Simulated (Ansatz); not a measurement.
The figure comes from a scan of FeCo (CsCl type): volume and axial ratio are varied about the relaxed values (subscript 0). Calculation: PBE (plane waves to 420 eV, PAW, scalar-relativistic; Ansatz, a program for electronic structure). k mesh 16×16×16 (Γ-centred), Fermi-Dirac smearing 0.05 eV. The energy includes the smearing's −TS. With partly filled bands, the response to shear is sensitive to the k mesh, so small differences along c/a are uncertain. FeCo was relaxed with its symmetry unable to fall. Relaxed FeCo ends ferromagnetic. Other magnetic orders were not checked, so this need not be the ground state. The zero of ΔE is the relaxed starting cell.

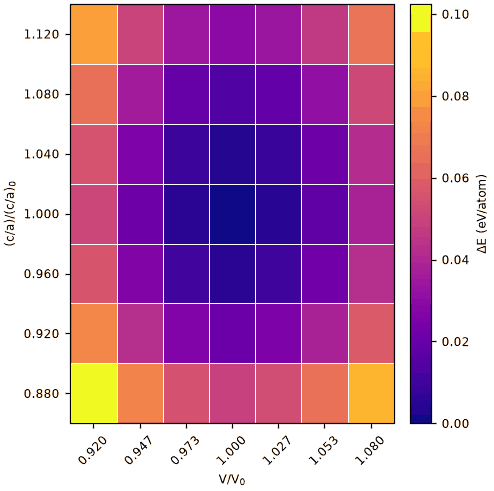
Figure: ΔE (eV/atom), one tile a computed point.

Task: List the plotted points as numbers.

Result: To the nearest 0.01:

ΔE (eV/atom), with V/V₀ across and (c/a)/(c/a)₀ down:

```csv
(c/a)/(c/a)₀ \ V/V₀,0.920,0.947,0.973,1.000,1.027,1.053,1.080
0.880,0.10,0.07,0.05,0.05,0.05,0.07,0.09
0.920,0.07,0.04,0.03,0.02,0.03,0.04,0.06
0.960,0.06,0.03,0.01,0.00,0.01,0.02,0.04
1.000,0.05,0.02,0.01,0.00,0.00,0.02,0.04
1.040,0.06,0.03,0.01,0.00,0.01,0.02,0.04
1.080,0.07,0.04,0.02,0.01,0.02,0.03,0.05
1.120,0.08,0.05,0.03,0.03,0.03,0.05,0.07
```

(A scan under strain: stresses follow from slopes of the energy per volume, elastic moduli from its curvatures.)
